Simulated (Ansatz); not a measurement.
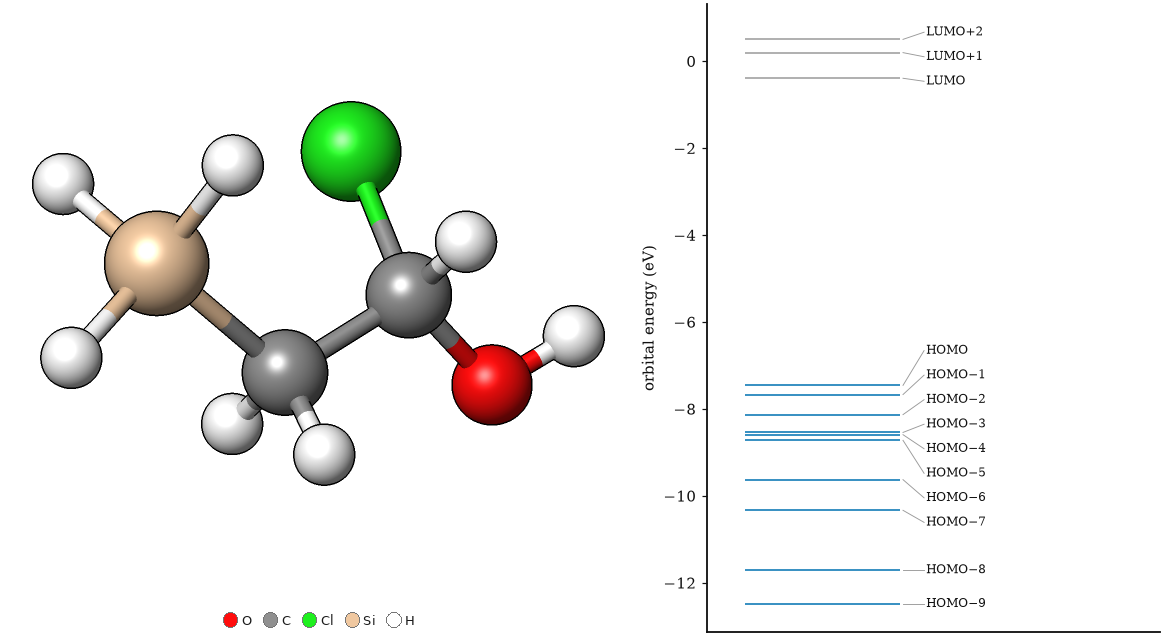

C₂H₇ClOSi, SMILES O[C@@H](Cl)C[SiH3]. Kohn-Sham orbital energies near the frontier, B97M-V/def2-TZVPP in the Ansatz code, at a PBE0-D4/def2-TZVP geometry (a minimum by its frequencies), isolated molecule; empty levels in grey, levels within 0.03 eV side by side.

### Where do the frontier orbitals lie?

HOMO at −7.46 eV, LUMO at −0.39 eV, 7.07 eV apart.

### List the levels.

```csv
orbital,energy (eV)
LUMO+2,0.50
LUMO+1,0.19
LUMO,−0.39
HOMO,−7.46
HOMO−1,−7.67
HOMO−2,−8.13
HOMO−3,−8.54
HOMO−4,−8.59
HOMO−5,−8.73
HOMO−6,−9.63
HOMO−7,−10.34
HOMO−8,−11.71
HOMO−9,−12.49
```

Known limits of this run: one conformer of a flexible molecule; empty levels above zero depend strongly on the basis.
